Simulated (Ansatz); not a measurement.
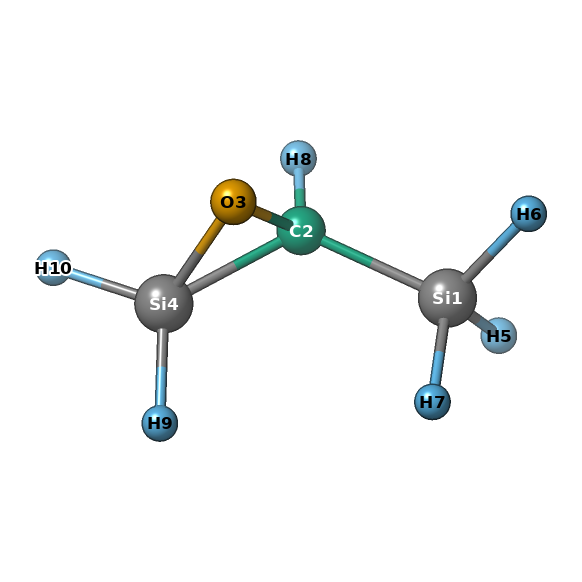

Atoms fade into the background with distance from the viewer. The computed structure is the end point of a PBE0-D4/def2-TZVP optimisation.

Which atoms or bonds are stereogenic?

Centres: C2.

Assign CIP descriptors.

C2: S (priorities Si4 > Si1 > O3 > H8).
